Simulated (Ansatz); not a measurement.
# Convergence of a linear-scaling basis for Al(111)/C(110) interface (116 atoms)

Wanted: errors and times of a linear-scaling basis for Al(111)/C(110) interface (116 atoms). A setting counts as converged where the r.m.s. difference of forces stays under 1 % of the r.m.s. force.

Calculated with Ansatz 0.2.0; Kohn-Sham DFT, PBE, PAW (set soft_2), plane waves.

### 1. The starting structure

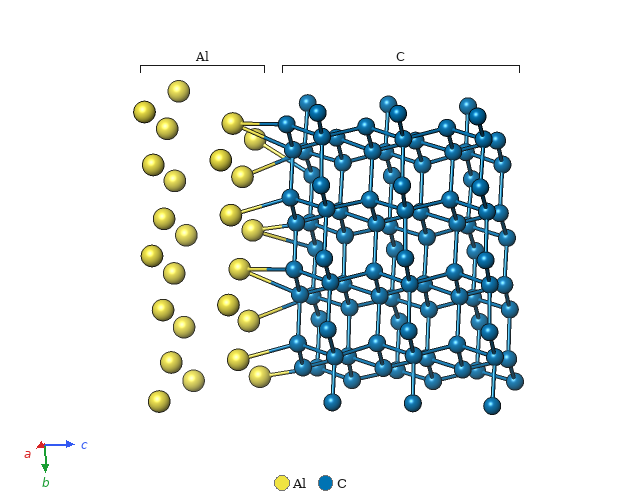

The starting structure, seen from the side, with the c axis across the page (aluminium yellow, carbon blue). Bonds to atoms that aren't drawn are left out. Some periodic images of atoms are drawn too.

The cell holds 116 atoms: 20 Al and 96 C. Cell: a = 7.577 Å, b = 9.920 Å, c = 22.532 Å, α = 90.0°, β = 90.0°, γ = 109.1°. It derives from Al and C. Fcc Al(111), 2 repeat layers, 10 surface cells, strained +0.00 and -0.00 %; diamond-structure C(110), 6 layers, 8 cells, +0.13 and -1.67 %; outer planes 1.85 Å apart, 12 Å of vacuum above; not relaxed, displaced by a Gaussian of 0.02 Å. Regions: Al, 20 atoms (20 Al); C, 96 atoms (96 C). Vacuum lies along c.

Limits known from the start: The host structure and its lattice constant were typed by rule, without a check against the phase diagram. Beside vacuum, support functions can miss their usual error bounds without a warning. The main run has no spin polarisation, so any moments at edges, vacancies or dangling bonds can't form in it.

### 2. Plane-wave single point

The first run fixes the reference, at a cutoff of 420 eV.

input.yaml reads:

```yaml
crystal:
  lattice:
    - [7.5769, 0.0, 0.0]
    - [-3.24721, 9.3739, 0.0]
    - [0.0, 0.0, 22.53236]
  atoms:
    - { symbol: Al, position: [0.59826, 0.89423, 0.26669] }
    - { symbol: Al, position: [0.59606, 0.56879, 0.36948] }
    - { symbol: Al, position: [0.80171, 0.6985, 0.26898] }
    - { symbol: Al, position: [0.79798, 0.36781, 0.37093] }
    - { symbol: Al, position: [0.19718, 0.80099, 0.26719] }
    - { symbol: Al, position: [0.19806, 0.46336, 0.37062] }
    - { symbol: Al, position: [0.39873, 0.60095, 0.26716] }
    - { symbol: Al, position: [0.39393, 0.26433, 0.36977] }
    - { symbol: Al, position: [0.59609, 0.39835, 0.26669] }
    - { symbol: Al, position: [0.59948, 0.06554, 0.37026] }
    - { symbol: Al, position: [0.79637, 0.19782, 0.26528] }
    - { symbol: Al, position: [0.80041, 0.86728, 0.37098] }
    - { symbol: Al, position: [0.99661, 0.49788, 0.26702] }
    - { symbol: Al, position: [0.99885, 0.16354, 0.37059] }
    - { symbol: Al, position: [0.19764, 0.29582, 0.2647] }
    - { symbol: Al, position: [0.20005, 0.96874, 0.37044] }
    - { symbol: Al, position: [0.39903, 0.10117, 0.2677] }
    - { symbol: Al, position: [0.39711, 0.76216, 0.3686] }
    - { symbol: Al, position: [0.99626, 0.00057, 0.26673] }
    - { symbol: Al, position: [0.99083, 0.6645, 0.3706] }
    - { symbol: C, position: [0.10617, 0.27666, 0.45354] }
    - { symbol: C, position: [0.72635, 0.05689, 0.45215] }
    - { symbol: C, position: [0.85934, 0.08876, 0.50755] }
    - { symbol: C, position: [0.98256, 0.2475, 0.50887] }
    - { symbol: C, position: [0.10925, 0.27513, 0.56546] }
    - { symbol: C, position: [0.73737, 0.06027, 0.56407] }
    - { symbol: C, position: [0.85638, 0.09299, 0.62127] }
    - { symbol: C, position: [0.98029, 0.24482, 0.62249] }
    - { symbol: C, position: [0.11154, 0.28343, 0.67771] }
    - { symbol: C, position: [0.73469, 0.06151, 0.67738] }
    - { symbol: C, position: [0.85905, 0.09034, 0.73419] }
    - { symbol: C, position: [0.984, 0.24783, 0.73221] }
    - { symbol: C, position: [0.11037, 0.52978, 0.45383] }
    - { symbol: C, position: [0.72909, 0.30983, 0.45226] }
    - { symbol: C, position: [0.85747, 0.33809, 0.50839] }
    - { symbol: C, position: [0.99009, 0.49974, 0.50823] }
    - { symbol: C, position: [0.10668, 0.52981, 0.56426] }
    - { symbol: C, position: [0.73631, 0.31307, 0.56415] }
    - { symbol: C, position: [0.86069, 0.33848, 0.6192] }
    - { symbol: C, position: [0.98427, 0.49614, 0.62187] }
    - { symbol: C, position: [0.1112, 0.53161, 0.67753] }
    - { symbol: C, position: [0.73698, 0.30927, 0.67685] }
    - { symbol: C, position: [0.85735, 0.34052, 0.73356] }
    - { symbol: C, position: [0.98957, 0.49884, 0.73477] }
    - { symbol: C, position: [0.60673, 0.15391, 0.4531] }
    - { symbol: C, position: [0.23411, 0.9322, 0.4531] }
    - { symbol: C, position: [0.35992, 0.96488, 0.50745] }
    - { symbol: C, position: [0.47825, 0.11912, 0.5088] }
    - { symbol: C, position: [0.61115, 0.15433, 0.56514] }
    - { symbol: C, position: [0.23404, 0.93781, 0.56481] }
    - { symbol: C, position: [0.35722, 0.96527, 0.62108] }
    - { symbol: C, position: [0.48447, 0.12545, 0.61988] }
    - { symbol: C, position: [0.60595, 0.15384, 0.67799] }
    - { symbol: C, position: [0.23255, 0.93584, 0.67713] }
    - { symbol: C, position: [0.35707, 0.96333, 0.73597] }
    - { symbol: C, position: [0.48512, 0.1219, 0.73432] }
    - { symbol: C, position: [0.1069, 0.77363, 0.4536] }
    - { symbol: C, position: [0.73542, 0.55743, 0.45278] }
    - { symbol: C, position: [0.85694, 0.59114, 0.5086] }
    - { symbol: C, position: [0.98223, 0.74629, 0.50782] }
    - { symbol: C, position: [0.11679, 0.77823, 0.56587] }
    - { symbol: C, position: [0.73025, 0.5608, 0.56465] }
    - { symbol: C, position: [0.85538, 0.59397, 0.61985] }
    - { symbol: C, position: [0.98539, 0.74763, 0.62145] }
    - { symbol: C, position: [0.10681, 0.777, 0.67805] }
    - { symbol: C, position: [0.72846, 0.56032, 0.67742] }
    - { symbol: C, position: [0.86155, 0.59271, 0.7325] }
    - { symbol: C, position: [0.9853, 0.74765, 0.73483] }
    - { symbol: C, position: [0.60844, 0.40547, 0.45257] }
    - { symbol: C, position: [0.23214, 0.18581, 0.45041] }
    - { symbol: C, position: [0.35807, 0.21436, 0.50983] }
    - { symbol: C, position: [0.48522, 0.37224, 0.50839] }
    - { symbol: C, position: [0.60817, 0.40448, 0.56513] }
    - { symbol: C, position: [0.23042, 0.18435, 0.5639] }
    - { symbol: C, position: [0.35409, 0.21783, 0.62147] }
    - { symbol: C, position: [0.48446, 0.37136, 0.62173] }
    - { symbol: C, position: [0.60798, 0.3997, 0.67866] }
    - { symbol: C, position: [0.23331, 0.1812, 0.67711] }
    [... 32 atom lines left out ...]
    - { symbol: C, position: [0.35457, 0.71834, 0.62002] }
    - { symbol: C, position: [0.48835, 0.87601, 0.62041] }
    - { symbol: C, position: [0.60995, 0.90521, 0.67601] }
    - { symbol: C, position: [0.23458, 0.68466, 0.67706] }
    - { symbol: C, position: [0.36206, 0.71385, 0.73403] }
    - { symbol: C, position: [0.48352, 0.87652, 0.73431] }
kpoints:
  mp_grid: { grid: [2, 2, 1] }
hamiltonian:
  xc: pbe
scf:
  occupations: { method: gaussian, width: 0.05 }
output:
  forces: true
  populations: true
  dos:
    method: { smearing: { sigma: 0.08 } }
    de: 0.1
    projected:
      site_lists:
        Al: [0, 1, 2, 3, 4, 5, 6, 7, 8, 9, 10, 11, 12, 13, 14, 15, 16, 17, 18, 19]
        C: [C]
  eigenvalues: true
  write_density: true
  write_potential: true
  volumetric_format: npy
```

Run with:

```bash
> ansatz run input.yaml --threads 4 --pin off --max-ram 8192MiB --backend cpu --events-out ev --progress --plain --runs-dir out
```

Numbers of over 12 decimals in the logs are rounded to 6 here.

Output:

```text
Engine: ansatz 0.2.0, aarch64-unknown-linux-gnu
Pseudopotentials: kind: paw
Pseudopotential: Al, paw, valence charge 3, recommended cutoff 420 eV (normal), Al.paw.azcp
Pseudopotential: C, paw, valence charge 4, recommended cutoff 420 eV (normal), C.paw.azcp
Functional definition: PBE
  parameter kappa = 0.804
  parameter beta = 0.066725
  exchange = pbe_x(kappa = kappa, mu = beta*pi^2/3)
  correlation = pbe_c(beta = beta)
Crystal: 116 atoms, lattice volume = 1600.363 Å³
Basis set: ecut = 420 eV, 31277 PW (Γ), exchange–correlation on 108×144×320 points (8 copies of the dense FFT grid, shifted against one another)
Bands: 338, of which v1, the nominal top of the filled ones, is band 222 counted from 1 (221 counted from 0)
Symmetry: 1 space group operations
Space group: P1 (ITA 1), of the structure as read, at distance tolerance 1.2e-4 Å
k-points: 4
Non-local potential: Al, projectors of the file, l = 0: 2, l = 1: 2, l = 2: 1
Non-local potential: C, projectors of the file, l = 0: 2, l = 1: 2, l = 2: 1
PAW form: soft (Blöchl's): semilocal exchange-correlation on the pseudo side does not see the compensation charge
PAW one-centre angular grid: Al, 110 points (default); XC on 64 Gauss nodes
PAW one-centre angular grid: C, 110 points (default); XC on 64 Gauss nodes
Initial density: superposition of atomic densities (neutral atoms: chi_scale 0, normalization atom), corrected by the library's trained network
Initial wavefunctions: pseudopotential atomic-orbital guess
Functional: x = pbe(κ = 0.804, μ = 0.219515), c = pbe(β = 0.066725)
SCF iter   1: F=—  HF=-34776.635751 eV  |F-HF|=—  |Δ(HF+E_count)|=         —  Δρ=1.94e-2  dr2=1.05e2  ethr=1.77e-3  ⟨swp⟩=8.0  Hψ=7533  notcnv=0  defer=344
preconditioner: auto → LDOS  [metal: Δε(μ)=0.018 eV  Ē_g=13.536 eV  σ=0.050 eV  W_gap=0.20  n_scr=298 (ndim 8)  ℏωp=19.6 eV  f_vac=0.377  D(μ)=33.89/eV (n_scr^D=212)  β→1.0]
SCF iter   2: F=—  HF=-34774.630649 eV  |F-HF|=—  |Δ(HF+E_count)|=    2.01e0  Δρ=1.03e-2  dr2=4.24e0  ethr=1.77e-3  ⟨swp⟩=2.5  Hψ=1970  notcnv=0  defer=401
SCF iter   3: F=—  HF=-34774.355244 eV  |F-HF|=—  |Δ(HF+E_count)|=   2.75e-1  Δρ=4.28e-3  dr2=6.53e-1  ethr=9.55e-4  ⟨swp⟩=2.5  Hψ=1622  notcnv=0  defer=408
SCF iter   4: F=—  HF=-34774.313772 eV  |F-HF|=—  |Δ(HF+E_count)|=   4.15e-2  Δρ=1.32e-3  dr2=8.37e-2  ethr=1.47e-4  ⟨swp⟩=3.0  Hψ=1759  notcnv=0  defer=422
SCF iter   5: F=—  HF=-34774.311305 eV  |F-HF|=—  |Δ(HF+E_count)|=   2.47e-3  Δρ=4.94e-4  dr2=1.13e-2  ethr=1.88e-5  ⟨swp⟩=2.2  Hψ=1780  notcnv=0  defer=422
SCF iter   6: F=—  HF=-34774.311248 eV  |F-HF|=—  |Δ(HF+E_count)|=   5.77e-5  Δρ=2.78e-4  dr2=6.30e-3  ethr=2.54e-6  ⟨swp⟩=2.2  Hψ=1962  notcnv=0  defer=422
SCF iter   7: F=—  HF=-34774.310966 eV  |F-HF|=—  |Δ(HF+E_count)|=   2.81e-4  Δρ=1.40e-4  dr2=6.48e-4  ethr=1.42e-6  ⟨swp⟩=2.2  Hψ=1105  notcnv=0  defer=422
SCF iter   8: F=—  HF=-34774.310982 eV  |F-HF|=—  |Δ(HF+E_count)|=   1.56e-5  Δρ=7.03e-5  dr2=2.06e-4  ethr=1.46e-7  ⟨swp⟩=3.0  Hψ=1728  notcnv=0  defer=422
SCF iter   9: F=—  HF=-34774.310979 eV  |F-HF|=—  |Δ(HF+E_count)|=   3.40e-6  Δρ=3.24e-5  dr2=3.35e-5  ethr=4.65e-8  ⟨swp⟩=2.0  Hψ=1323  notcnv=0  defer=422
SCF iter  10: F=—  HF=-34774.311692 eV  |F-HF|=—  |Δ(HF+E_count)|=   7.13e-4  Δρ=1.69e-5  dr2=8.30e-6  ethr=7.54e-9  ⟨swp⟩=2.5  Hψ=2048  notcnv=0  defer=422
SCF iter  11: F=—  HF=-34774.311694 eV  |F-HF|=—  |Δ(HF+E_count)|=   2.07e-6  Δρ=9.15e-6  dr2=2.27e-6  ethr=1.87e-9  ⟨swp⟩=2.2  Hψ=1626  notcnv=0  defer=422
SCF iter  12: F=—  HF=-34774.311695 eV  |F-HF|=—  |Δ(HF+E_count)|=   1.59e-6  Δρ=4.50e-6  dr2=5.48e-7  ethr=5.11e-10  ⟨swp⟩=2.5  Hψ=1647  notcnv=0  defer=422
SCF iter  13: F=—  HF=-34774.311696 eV  |F-HF|=—  |Δ(HF+E_count)|=   3.04e-7  Δρ=2.41e-6  dr2=1.61e-7  ethr=1.23e-10  ⟨swp⟩=2.5  Hψ=1899  notcnv=0  defer=422
SCF iter  14: F=-34774.311696 eV  HF=-34774.311696 eV  |F-HF|=1.14e-8  |Δ(HF+E_count)|=   8.01e-8  Δρ=1.07e-6  dr2=3.27e-8  ethr=2.25e-11  ⟨swp⟩=36.8  Hψ=16831  notcnv=0
SCF 1 converged in 14 iterations: F = -34774.311696 eV  dr2 = 3.27e-8
  greatest PAW one-centre occupation: 0.654 electrons in one spin orbital (limit 2), on the C atom at site 98 (counted from 0), in its partial waves of l = 0
WARN: The output density's exchange-correlation potential varies sharply where the density is thin. Do not read a vacuum level from v_tot or v_xc, or from such a field of the output density. On a cell that repeats whose density bears no net charge and no dipole along the vacuum's axis use v_es (v_loc + v_h of the components); [...]
SCF converged after 14 iterations
Free energy (F): -34774.311696 eV
Harris-Foulkes:  -34774.311696 eV  (|F-HF|=1.14e-8)
Internal energy: -34774.290847 eV  (E = F + TS)
E sigma→0 (E₀):  -34774.301271 eV
Entropy (-TS):   -0.020849 eV (-0.180 meV/atom)
Fermi energy:    3.978078 eV
--- Per-component energies (eV) ---
  E_band       = -1842.572239
  E_kinetic    = 9187.319492
  E_local      = -300377.344753  (includes V_loc(G=0)·N_el)
  E_nonlocal   = 2771.607609
  E_hartree    = 146796.163248
  E_xc         = -5421.045324
  E_vxc        = -6317.062741  (∫ρ·V_xc dr)
  E_paw        = -18861.394070  (= ΣΔE_a)
  E_vpaw       = -699.431564  (= ΣTr[D̂ρ^β])
  E_aug_tail   = 0.000714  (compensation charges beyond the density's cutoff)
  E_ewald      = 131130.402238
  E_smearing   = -0.020849  (= −TS)
  E_closure    = 0.000000  (closes the sum)
  Σ components = -34774.311696   (vs F -34774.311696, Δ=0.00e0)
--- Forces (eV/Å), atoms counted from 1 ---
  atom   1  Al    -0.03354299     0.23020651     0.21002029
  atom   2  Al     0.01062115    -0.64675540     0.36022543
  atom   3  Al    -0.08901302    -0.00932608    -0.04764498
  atom   4  Al     0.58497940     0.57115102    -0.73361231
  atom   5  Al     0.02390284    -0.00591949     0.17342539
  atom   6  Al    -0.59159759     0.14690931    -1.01864901
  atom   7  Al    -0.03014817    -0.20519642     0.08120988
  atom   8  Al     0.55647886     0.36689704     1.37161528
  atom   9  Al     0.07591462     0.13431786     0.25623926
  atom  10  Al    -0.16794764    -0.40669750    -0.03131615
  atom  11  Al    -0.00689936     0.05291124     0.25245253
  atom  12  Al     0.59103937     0.67138457    -0.74404109
  atom  13  Al     0.04902136     0.00987210     0.20683042
  atom  14  Al    -0.58310378    -0.22715721     1.17159406
[...]
atom 115  C      3.56189834     1.93942775    -1.64225789
  atom 116  C     -3.35995492    -2.51323323    -1.64012696
  max |Σ_I F_I| component: 6.45e-5 eV/Å
--- Band table (eV) ---
  k-point 0: bands = ["-17.4257", "-16.1351", "-16.0997", "-15.9735", [... 322 levels ...], "11.8639", "11.9541", "11.9579", "11.9630", "12.0098", "12.0202", "12.0553", "12.1015", "12.1450", "12.1698", "12.2292", "12.3093"]
[...]
--- Löwdin populations: 116 sites ---
  site symbol       q [e]
     0     Al      2.9426
     1     Al      2.6471
     2     Al      2.9423
[...]
115      C      3.9870
  spilling = 0.006574 (of n_electrons = 444.000000)
```

Wall time 2.4 min (4 threads of Arm Neoverse V1, shared host); peak memory 5.9 GiB; 9.2 min of CPU time.

The program notes that it cut back its work space to fit the memory limit and the exchange-correlation potential is rough where the density is thin.

The run gave:

```
free energy                             : -34774.3117 eV
free energy per atom                    : -299.7785 eV/atom
SCF cycles                              : 14
r.m.s. force component                  : 1.392 eV/Å
longest force                           : 5.306 eV/Å
Fermi energy                            : 3.978 eV
levels partly filled by over 2 per cent : 4
spilling of the projection              : 0.006574
```

The r.m.s. force component of 1.4 eV/Å sets the scale for the differences below.

### 3. Support functions medium

With localised support functions most steps grow linearly with size, though the diagonalisation grows faster unless the density matrix is cut; this run measures error and cost at this size.

This step: Kohn-Sham DFT, PBE, PAW (set soft_2), localised support functions (medium) (Ansatz 0.2.0).

input.yaml, the sections that differ from step 2:

```yaml
scf:
  occupations: { method: gaussian, width: 0.05 }
  eigensolver: { kind: { support_functions: { accuracy: medium } } }
  mixing: { beta: 0.2 }
  max_iter: 150
output:
  forces: true
# crystal, kpoints, hamiltonian: as in step 2
```

Output:

```text
Warning: scf.eigensolver.kind.support_functions: disabling space-group detection — the functions' gradient is summed over unrotated k-points, so no spatial operation reduces the k-mesh or symmetrises the density; time reversal is kept, so that k and −k are solved as one point where they differ and the mesh holds both, and exact exchange and, on two spinor components, a DFT+U term hold to it where the run has them: [...]
settings of this run that can trade accuracy for cost: scf.eigensolver.kind.support_functions [...]
[...]
Crystal: 116 atoms, lattice volume = 1600.363 Å³
Basis set: ecut = 420 eV, 31277 PW (Γ), exchange–correlation on 108×144×320 points (8 copies of the dense FFT grid, shifted against one another)
Bands: 267, of which v1, the nominal top of the filled ones, is band 222 counted from 1 (221 counted from 0)
Symmetry: 1 space group operations
k-points: 4
[...]
SCF iter   1: F=—  HF=-34786.395584 eV  |F-HF|=—  |Δ(HF+E_count)|=         —  Δρ=8.26e-2  dr2=4.00e2  ethr=1.00e-1
[...]
SCF iter  21: F=—  HF=-34774.683838 eV  |F-HF|=—  |Δ(HF+E_count)|=   5.28e-4  Δρ=1.31e-5  dr2=2.88e-6  ethr=2.11e-9  κ⁻¹=5.5e-5(r=7)
SCF iter  22: F=-34774.683838 eV  HF=-34774.683838 eV  |F-HF|=4.40e-8  |Δ(HF+E_count)|=   2.58e-7  Δρ=8.80e-6  dr2=1.06e-6  ethr=6.48e-10
SCF 1 converged in 22 iterations: F = -34774.699127 eV  dr2 = 1.06e-6
[...]
SCF converged after 22 iterations
Stability not checked: this state was not tested for a lower state beside it, because the mixer in use, unlike msr1, does not test its closes by its own steps (another_mixer; see scf.mixing.algorithm and scf.lower_state_search)
Free energy (F): -34774.699127 eV
[...]
Internal energy: -34774.678294 eV  (E = F + TS)
E sigma→0 (E₀):  -34774.688711 eV
Entropy (-TS):   -0.020833 eV (-0.180 meV/atom)
Fermi energy:    3.978134 eV
[...]
Σ components = -34774.699127   (vs F -34774.699127, Δ=0.00e0)
--- Forces (eV/Å), atoms counted from 1 ---
  atom   1  Al    -0.03369933     0.22970222     0.21080379
  atom   2  Al     0.01050505    -0.64654554     0.36025093
  atom   3  Al    -0.08904007    -0.00934943    -0.04717446
  atom   4  Al     0.58445729     0.57082174    -0.73235714
[...]
atom 116  C     -3.35831513    -2.51314615    -1.64100409
  max |Σ_I F_I| component: 6.75e-3 eV/Å
--- Band table (eV) ---
[...]
guard bands above this table: 39 of the run's 267 bands (output.publish_guard_bands: true publishes all)
[...]
```

Run time: 2.9 min. Hardware: 4 threads; peak memory 3.3 GiB; 11 min of CPU time.

The program notes that the band table was not solved further than the SCF left it and it switched symmetry off.

Keys that differ from the reference: support_functions.accuracy = "medium", scf.max_iter = 150 and scf.mixing.beta = 0.2.

Forces differ from the reference by 0.59 meV/Å r.m.s., 0.043 % of their size, well within a tolerance of 1 %; the energy by -3.3 meV/atom. The two runs also began from different starting densities, which bears on cycles and time.

### 4. Support functions low

The cell is solved in localised support functions.

This step: Kohn-Sham DFT, PBE, PAW (set soft_2), localised support functions (low) (Ansatz 0.2.0).

input.yaml, the sections that differ from step 3:

```yaml
scf:
  occupations: { method: gaussian, width: 0.05 }
  eigensolver: { kind: { support_functions: { accuracy: low } } }
  mixing: { beta: 0.2 }
  max_iter: 150
# crystal, kpoints, hamiltonian, output: as in step 3
```

Output:

```text
[...]
Crystal: 116 atoms, lattice volume = 1600.363 Å³
Basis set: ecut = 420 eV, 31277 PW (Γ), exchange–correlation on 108×144×320 points (8 copies of the dense FFT grid, shifted against one another)
Bands: 267, of which v1, the nominal top of the filled ones, is band 222 counted from 1 (221 counted from 0)
Symmetry: 1 space group operations
k-points: 4
[...]
SCF iter   1: F=—  HF=-34786.384405 eV  |F-HF|=—  |Δ(HF+E_count)|=         —  Δρ=8.26e-2  dr2=4.00e2  ethr=1.00e-1
[...]
SCF iter  19: F=—  HF=-34774.681719 eV  |F-HF|=—  |Δ(HF+E_count)|=   6.92e-4  Δρ=3.44e-5  dr2=2.40e-5  ethr=1.31e-8  κ⁻¹=7.1e-5(r=7)
SCF iter  20: F=-34774.682335 eV  HF=-34774.682336 eV  |F-HF|=1.48e-6  |Δ(HF+E_count)|=   6.18e-4  Δρ=1.84e-5  dr2=9.32e-6  ethr=5.41e-9
SCF 1 converged in 20 iterations: F = -34774.699127 eV  dr2 = 9.32e-6
[...]
SCF converged after 20 iterations
[...]
Free energy (F): -34774.699127 eV
[...]
Internal energy: -34774.678299 eV  (E = F + TS)
E sigma→0 (E₀):  -34774.688713 eV
Entropy (-TS):   -0.020828 eV (-0.180 meV/atom)
Fermi energy:    3.977819 eV
[...]
Σ components = -34774.699127   (vs F -34774.699127, Δ=0.00e0)
--- Forces (eV/Å), atoms counted from 1 ---
  atom   1  Al    -0.03375898     0.22976195     0.21086295
  atom   2  Al     0.01052761    -0.64658837     0.36020026
  atom   3  Al    -0.08909599    -0.00928986    -0.04708046
  atom   4  Al     0.58454637     0.57072116    -0.73198216
[...]
atom 116  C     -3.35825468    -2.51318131    -1.64093160
  max |Σ_I F_I| component: 8.37e-3 eV/Å
--- Band table (eV) ---
[...]
```

The job ended after 2.7 min (4 threads; peak memory 3.3 GiB).

Keys that differ from the reference: support_functions.accuracy = "low", scf.max_iter = 150 and scf.mixing.beta = 0.2.

Forces differ from the reference by 0.59 meV/Å r.m.s., 0.043 % of their size, well within a tolerance of 1 %; the energy by -3.3 meV/atom. The two runs also began from different starting densities, which bears on cycles and time.

(Part 1 of 3 ends here.)

[Logs are printed without paths, hosts, clocks, repeated set-up lines and the standing remarks that a program may print on its own settings, such as how far it seeks lower states.]

[Hosts, paths, dates, database ids (printed as entryN), source tags and the programs' standing remarks are cut or masked in the printed files.]
